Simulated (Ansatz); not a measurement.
C$_{2}$H$_{9}$FOSi$_{2}$ (SMILES OC[SiH2]C(F)[SiH3])

The calculation's input:

```
crystal:
  periodic: [false, false, false]
  atoms:
    - { symbol: O, position_ang: [-0.9473, -2.1141, -0.5481] }
    - { symbol: C, position_ang: [0.2266, -1.766, 0.1094] }
    - { symbol: Si, position_ang: [1.0865, -0.2048, -0.4751] }
    - { symbol: C, position_ang: [2.85929, -0.31213, -0.64539] }
    - { symbol: F, position_ang: [3.44402, 0.84313, -0.91829] }
    - { symbol: Si, position_ang: [3.27066, -1.56916, -1.97028] }
    - { symbol: H, position_ang: [-1.281, -2.9227, -0.2099] }
    - { symbol: H, position_ang: [0.9406, -2.6013, -0.0239] }
    - { symbol: H, position_ang: [0.0082, -1.6604, 1.2203] }
    - { symbol: H, position_ang: [0.73068, 0.88675, 0.45362] }
    - { symbol: H, position_ang: [0.44068, 0.20719, -1.79899] }
    - { symbol: H, position_ang: [3.31821, -0.67932, 0.30826] }
    - { symbol: H, position_ang: [4.77432, -1.82548, -2.08488] }
    - { symbol: H, position_ang: [2.65893, -2.92822, -1.71409] }
    - { symbol: H, position_ang: [2.74068, -1.13094, -3.28201] }
basis:
  gaussian: { orbitals: def2-SVP }
hamiltonian:
  xc: pbe0
  dispersion: d4
relax:
  f_tol: 0.015
  max_steps: 40
output:
  orbitals: {}
```

Launched as:

```sh
ansatz run input.yaml --threads 2 --pin off --max-ram 3072MiB --backend cpu --events-out ev --progress --plain --runs-dir out
```

The fields are those of the relaxed geometry.

Computed with RKS PBE0-D4/def2-SVP (Ansatz 0.2.0).

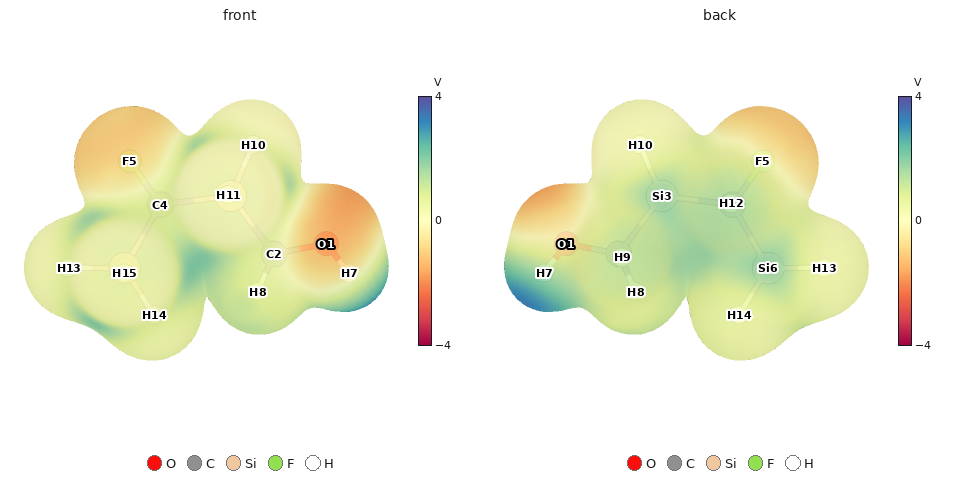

Figure 1. The electrostatic potential painted on the density surface at 0.004 e/bohr³, seen from the front and from behind; red is negative and blue positive.

**Where is the surface potential most negative and most positive?**

The most negative region (about −1.7 V, or −39 kcal/mol for a unit charge) lies over O1, the most positive (about +3.2 V, or +74 kcal/mol for a unit charge) over H7. O1 is the likeliest acceptor of a hydrogen bond.

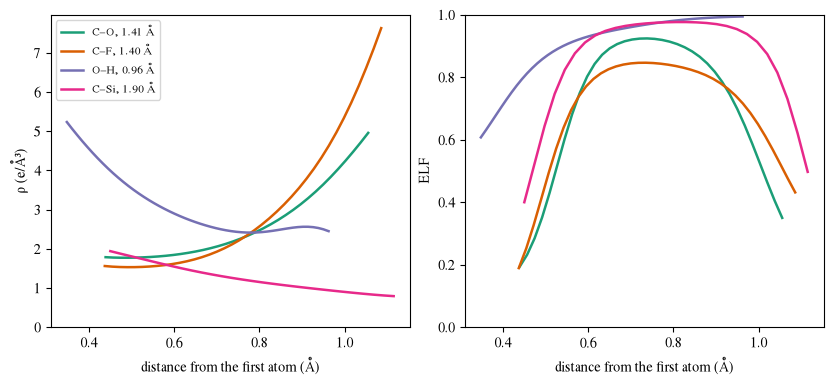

Figure 2. Total electron density and ELF along straight lines between neighbouring atoms. The curves leave out the atomic cores.

**What kind of bonding do the profiles show?**

C–O (1.41 Å): ρ is about 2.1 e/Å³ halfway, with its minimum of 1.8 e/Å³ about 0.5 Å from C; the ELF peaks at about 0.90 between the atoms; a shared but strongly polarised pair.
C–F (1.40 Å): ρ is about 1.9 e/Å³ halfway, with its minimum of 1.5 e/Å³ about 0.5 Å from C; the ELF peaks at about 0.85 between the atoms (a polar covalent bond).
O–H (0.96 Å): ρ at the midpoint is about 3.7 e/Å³; the ELF climbs to about 1 towards the hydrogen, as it does in any bond to H (an ordinary covalent bond to hydrogen).
C–Si (1.90 Å): ρ at the midpoint is about 0.96 e/Å³; the ELF peaks at about 1 between the atoms, as expected for localised, covalent bonding.

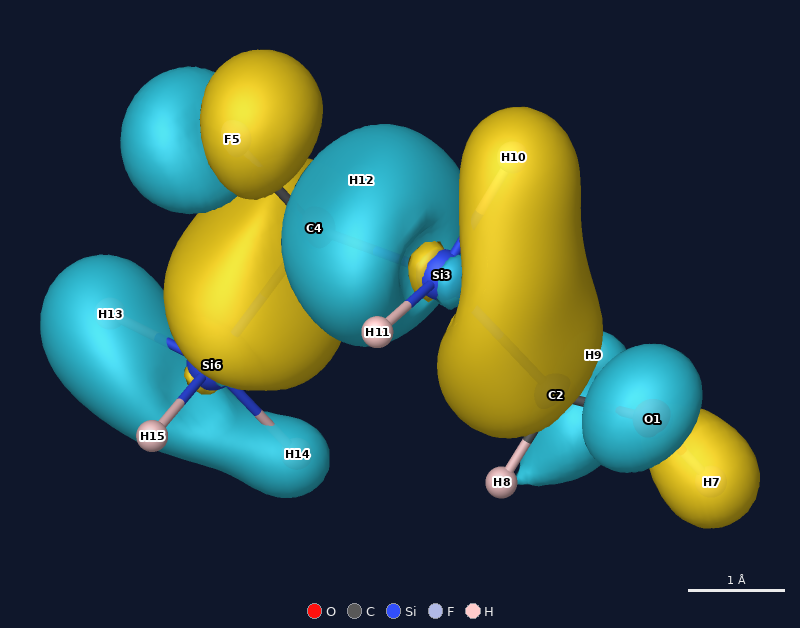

Figure 3. The HOMO−1 at ±0.08 Å⁻³ᐟ² (yellow and cyan are the two phases), seen at a tilt.

**Where does this orbital lie, and at what energy?**

Its weight (Hirshfeld) is mainly on C4 (about 25 %), F5 (about 20 %), Si3 (about 15 %), Si6 (about 10 %) and C2 (about 5 %). Its energy is −8.08 eV.
